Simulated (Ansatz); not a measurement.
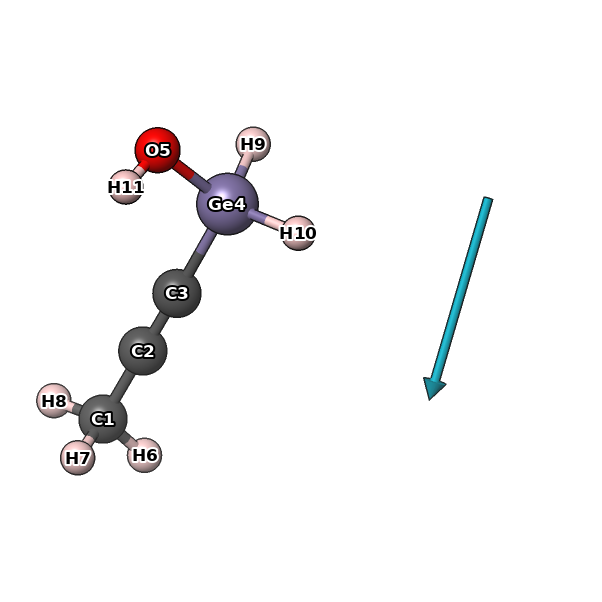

The arrow beside the molecule shows the direction of the dipole moment, from the negative to the positive end (its length means nothing). Computed geometry: PBE-D4/def2-SVP optimisation. No frequency run is at hand to confirm it as a minimum. Level of theory: RKS PBE-D4/def2-SVP (Ansatz 0.2.0).

How large is the dipole moment?

Answer. 2.70 D; it points from the side of H9 to the side of H6, H7 (the outermost atoms at the two ends).
